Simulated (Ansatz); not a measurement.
# SnSe: response to strain

SnSe is deformed so: zz strain of +2 %. What stress and forces result, by LAPW, PAW and all-electron datasets made for the crystal?

Method: DFT LDA, scalar-relativistic, in Ansatz 0.2.0.

**1. The starting structure**

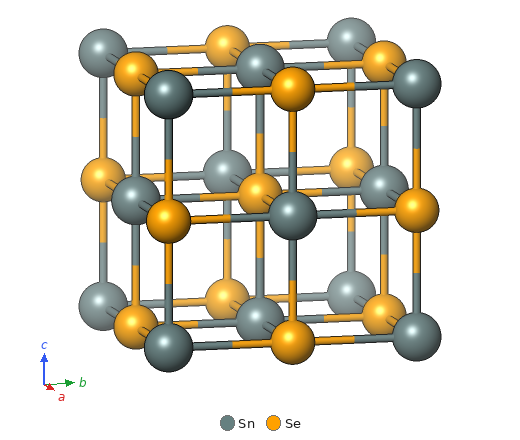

Start, viewed slightly off an axis; tin teal, selenium orange. Atoms on the faces are drawn again on the opposite ones. The cell drawn here is the conventional one.

As a file:

```cif
data_structure
_symmetry_space_group_name_H-M 'Fm-3m'
_symmetry_Int_Tables_number 225
_cell_length_a 6.0200
_cell_length_b 6.0200
_cell_length_c 6.0200
_cell_angle_alpha 90.000
_cell_angle_beta 90.000
_cell_angle_gamma 90.000
_cell_volume 218.17
loop_
_atom_site_label
_atom_site_type_symbol
_atom_site_symmetry_multiplicity
_atom_site_Wyckoff_symbol
_atom_site_fract_x
_atom_site_fract_y
_atom_site_fract_z
_atom_site_occupancy
Sn1 Sn 4 a 0.00000 0.00000 0.00000 1
Se1 Se 4 b 0.50000 0.00000 0.00000 1
```

The file gives the conventional cell by its symmetry; the runs use the cell typed in the input.

Atoms are numbered in the order of the input: Sn1, Se2.

**2. The deformed structure**

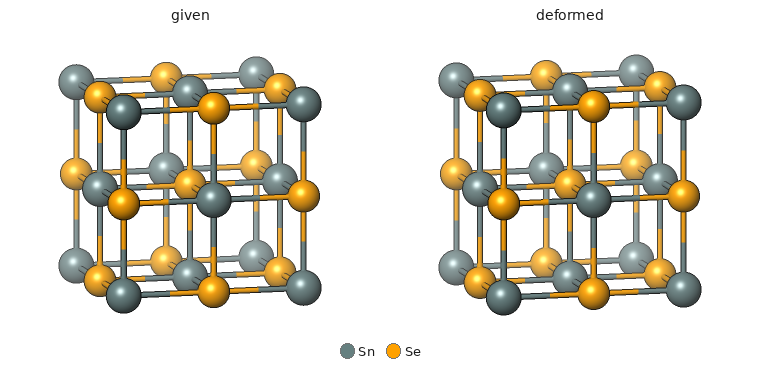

Given and deformed, at one scale.

Space group Fm-3m before, I4/mmm after.

**3. Full-potential LAPW**

File input.yaml:

```yaml
crystal:
  lattice:
    - [0.0, 3.01, 3.0702]
    - [3.01, 0.0, 3.0702]
    - [3.01, 3.01, 0.0]
  atoms:
    - { symbol: Sn, position: [0.0, 0.0, 0.0] }
    - { symbol: Se, position: [0.5, 0.5, 0.5] }
kpoints:
  mp_grid: { grid: [9, 9, 9] }
  band_path:
    path:
      - [0.0, 0.0, 0.0]
      - [0.0, 0.5, 0.5]
      - [0.25, 0.75, 0.5]
      - [0.0, 0.5, 0.0]
      - [0.0, 0.0, 0.0]
      - [0.5, 0.5, 0.0]
      - [0.3701460977, 0.6298539023, 0.0]
      - [-0.3701460977, 0.3701460977, 0.0]
      - [0.0, 0.0, 0.0]
    npoints: 5
scf:
  occupations: { method: fermi_dirac, width: 0.02 }
hamiltonian:
  xc: lda
  pseudopotentials: { kind: all_electron, lapw: { basis_error: 0.00025 } }
output:
  forces: true
  stress: true
  eigenvalues: true
```

Started as:

```
$ ansatz run input.yaml --threads 1 --pin off --max-ram 3072MiB --backend cpu --events-out ev --progress --plain --runs-dir out
```

The log of the run (excerpt; [...] marks lines left out):

```text
LAPW: plane waves up to 7.676 Å⁻¹, error target 2.5e-4 eV per atom; small_component_spin mean_spin; Se in spheres of 1.440 Å, 24 of its electrons in bands, Dirac shells []; Sn in spheres of 1.570 Å, 22 of its electrons in bands, Dirac shells []
[...]
Pseudopotentials: kind: all_electron
Pseudopotential: Sn, LAPW, valence charge 22, Koelling and Harmon's equation, gaussian nucleus
Pseudopotential: Se, LAPW, valence charge 24, Koelling and Harmon's equation, gaussian nucleus
Functional definition: SPW92
[...]
Crystal: 2 atoms, lattice volume = 55.633 Å³
Basis set: ecut = 224.48233359520688 eV, 411 PW (Γ), exchange–correlation at level 2
Bands: 28, of which v1, the nominal top of the filled ones, is band 23 counted from 1 (22 counted from 0)
Symmetry: 16 space group operations
Space group: I4/mmm (ITA 139), of the structure as read, at distance tolerance 3.8e-5 Å
k-points: 75 of 729
[...]
SCF iter   1: F=—  HF=-233985.888917 eV  |F-HF|=—  |Δ(HF+E_count)|=         —  Δρ=2.13e-2  dr2=5.82e-1  ethr=1.27e-3  ⟨swp⟩=2.1  Hψ=13236  notcnv=0
[...]
SCF iter   7: F=-233985.682860 eV  HF=-233985.682860 eV  |F-HF|=1.90e-8  |Δ(HF+E_count)|=   3.42e-7  Δρ=4.77e-6  dr2=2.42e-8  ethr=2.23e-10  ⟨swp⟩=2.0  Hψ=6226  notcnv=0
[...]
NSCF: frozen V_eff on 41 k-points
SCF converged after 7 iterations
Free energy (F): -233985.682860 eV
[...]
E sigma→0 (E₀):  -233985.682860 eV
Entropy (-TS):   -0.000000 eV (-0.000 meV/atom)
Fermi energy:    10.333424 eV
[...]
--- Forces (eV/Å), atoms counted from 1 ---
  atom   1  Sn    -0.00000000     0.00000000    -0.00000000
  atom   2  Se    -0.00000000     0.00000000     0.00000000
[...]
--- Stress (GPa, compression-positive) ---
       -3.426011       0.000000       0.000000
        0.000000      -3.426011       0.000000
        0.000000       0.000000      -5.321858
  P = ⅓ Tr σ = -4.0580 GPa (-40.580 kbar)
--- Band table (eV; the first three rows and the last of 75) ---
[...]
```

It took 18 s on 1 thread of Intel Xeon Platinum 8488C (Sapphire Rapids), shared host; peak memory 0.49 GiB.

Read from it: pressure -4.06 GPa; gap 0.40 eV.

**4. PAW on the default files**

File input.yaml:

```yaml
crystal:
  lattice:
    - [0.0, 3.01, 3.0702]
    - [3.01, 0.0, 3.0702]
    - [3.01, 3.01, 0.0]
  atoms:
    - { symbol: Sn, position: [0.0, 0.0, 0.0] }
    - { symbol: Se, position: [0.5, 0.5, 0.5] }
kpoints:
  mp_grid: { grid: [9, 9, 9] }
scf:
  occupations: { method: fermi_dirac, width: 0.02 }
hamiltonian:
  xc: lda
  pseudopotentials: { kind: paw }
output:
  forces: true
  stress: true
  eigenvalues: true
  efg: { contact_densities: true }
```

Started as:

```
$ ansatz run input.yaml --threads 1 --pin off --max-ram 3072MiB --backend cpu --events-out ev --progress --plain --runs-dir out
```

The log of the run (excerpt; [...] marks lines left out):

```text
Sn: output.efg is read without spin–orbit coupling, which moves field gradients at and beside such atoms by some per cent and up to a factor of two; PAW files take it under magnetization.noncollinear and magnetization.spin_orbit
[...]
Pseudopotentials: kind: paw
Pseudopotential: Sn, paw, valence charge 14, recommended cutoff 420 eV (normal)
Pseudopotential: Se, paw, valence charge 16, recommended cutoff 420 eV (normal)
[... 1 set-up line as earlier in the session ...]
[...]
Crystal: 2 atoms, lattice volume = 55.633 Å³
Basis set: ecut = 420 eV, 1075 PW (Γ)
Bands: 19, of which v1, the nominal top of the filled ones, is band 15 counted from 1 (14 counted from 0)
[... 2 set-up lines as earlier in the session ...]
k-points: 75 of 729
[...]
  atom   1  Sn     0.00000000     0.00000000     0.00000000
  atom   2  Se     0.00000000     0.00000000     0.00000000
[...]
--- Stress (GPa, compression-positive) ---
       -3.431876       0.000000       0.000000
        0.000000      -3.431876       0.000000
        0.000000       0.000000      -5.326470
  P = ⅓ Tr σ = -4.0634 GPa (-40.634 kbar)
--- PAW observables at the nuclei: V_zz in 10²¹ V/m², potentials from the cell's mean, atoms counted from 1 ---
  atom   1  Sn V_zz =    +2.795597   η = 0.0000   by run symmetry: allowed
            electrostatic potential = -8170.786087 V   contact ρ = 1231562.537901 e/Å³
  atom   2  Se V_zz =    +0.219400   η = 0.0000   by run symmetry: allowed
            electrostatic potential = -4711.028864 V   contact ρ = 261635.103316 e/Å³
--- Band table (eV; the first three rows and the last of 75) ---
  k-point 0: bands = ["-39.3158", "-39.3142", "-39.3138", "-39.3129", "-39.3129", "-13.0311", "-13.0276", "-13.0276", "-13.0230", "-13.0224", "-5.3026", "3.1696", "6.2938", "6.2938", "6.4801", "12.3055", "12.7551", "12.7551", "14.2702"]
[...]
```

It took 4.6 s on 1 thread of Intel Xeon Platinum 8488C (Sapphire Rapids), shared host; peak memory 0.47 GiB.

Result: pressure -4.06 GPa; gap on the k mesh 0.53 eV (an odd mesh misses the zone boundary); Vzz Sn1 2.80 (η = 0.00), Se2 0.22 (η = 0.00) (10²¹ V/m²).

**5. Datasets made for this crystal**

input.yaml: that of step 4 with these lines changed.

```diff
@@ -14,3 +14,3 @@
   xc: lda
-  pseudopotentials: { kind: paw }
+  pseudopotentials: { kind: all_electron, datasets: crystal }
 output:
```

Started as:

```
$ ansatz run input.yaml --threads 1 --pin off --max-ram 3072MiB --backend cpu --events-out ev --progress --plain --runs-dir out
```

The log of the run (excerpt; [...] marks lines left out):

```text
[...]
Sn: output.efg is read without spin–orbit coupling, which moves field gradients at and beside such atoms by some per cent and up to a factor of two; PAW files take it under magnetization.noncollinear and magnetization.spin_orbit
[...]
[... 1 set-up line as earlier in the session ...]
Pseudopotential: Sn, paw, valence charge 14, recommended cutoff 240 eV (normal), Koelling and Harmon's equation, gaussian nucleus
Pseudopotential: Se, paw, valence charge 6, recommended cutoff 240 eV (normal), Koelling and Harmon's equation, gaussian nucleus
[... 1 set-up line as earlier in the session ...]
[...]
Crystal: 2 atoms, lattice volume = 55.633 Å³
Basis set: ecut = 240 eV, 475 PW (Γ)
Bands: 14, of which v1, the nominal top of the filled ones, is band 10 counted from 1 (9 counted from 0)
[... 2 set-up lines as earlier in the session ...]
[...]
--- Forces (eV/Å), atoms counted from 1 ---
  atom   1  Sn    -0.00000000     0.00000000     0.00000000
  atom   2  Se     0.00000000    -0.00000000     0.00000000
[...]
--- Stress (GPa, compression-positive) ---
       -3.426249       0.000000       0.000000
        0.000000      -3.426249       0.000000
        0.000000      -0.000000      -5.322202
  P = ⅓ Tr σ = -4.0582 GPa (-40.582 kbar)
--- PAW observables at the nuclei: V_zz in 10²¹ V/m², potentials from the cell's mean, atoms counted from 1 ---
  atom   1  Sn V_zz =    +2.874462   η = 0.0000   by run symmetry: allowed
            electrostatic potential = -8166.768647 V   contact ρ = 1231445.180394 e/Å³
  atom   2  Se V_zz =    +0.216717   η = 0.0000   by run symmetry: allowed
            electrostatic potential = -4707.527461 V   contact ρ = 261700.847414 e/Å³
--- Band table (eV; the first three rows and the last of 75) ---
  k-point 0: bands = ["-11.3212", "-11.3175", "-11.3175", "-11.3146", "-11.3134", "-3.6087", "4.8657", "7.9882", "7.9882", "8.1747", "14.0011", "14.4503"]
[...]
```

Wall time 6.1 s (1 thread of Intel Xeon Platinum 8488C (Sapphire Rapids), shared host); peak memory 0.47 GiB.

Read from it: pressure -4.06 GPa; gap on the k mesh 0.53 eV (an odd mesh misses the zone boundary); Vzz Sn1 2.87 (η = 0.00), Se2 0.22 (η = 0.00) (10²¹ V/m²).

**6. Side by side**

Stress (GPa, compression positive):

| method | xx | yy | zz | yz | xz | xy |
| --- | --- | --- | --- | --- | --- | --- |
| LAPW | -3.43 | -3.43 | -5.32 | 0.00 | 0.00 | 0.00 |
| PAW | -3.43 | -3.43 | -5.33 | 0.00 | 0.00 | 0.00 |
| crystal datasets | -3.43 | -3.43 | -5.32 | 0.00 | 0.00 | 0.00 |

| method | pressure (GPa) | gap on the k mesh (eV) | Vzz Sn1 (10²¹ V/m²) | Vzz Se2 (10²¹ V/m²) | SCF cycles, all passes |
| --- | --- | --- | --- | --- | --- |
| LAPW | -4.06 | 0.53 | – | – | 7 |
| PAW | -4.06 | 0.53 | 2.80 | 0.22 | 6 |
| crystal datasets | -4.06 | 0.53 | 2.87 | 0.22 | 8 |

**7. Summary of results**

| quantity | value |
| --- | --- |
| pressure | LAPW -4.06, PAW -4.06, crystal datasets -4.06 GPa |
| largest shear or deviatoric stress (LAPW) | 1.26 GPa |

**Reading.** The largest part of the stress beyond the pressure is 1.26 GPa in size, in the zz component; the atoms are carried along and not relaxed. No run of the undeformed cell stands beside it, so the pressure holds what the given cell had before the change. PAW: stress within 0.01 GPa of LAPW. Crystal datasets: stress within 0.01 GPa of LAPW.
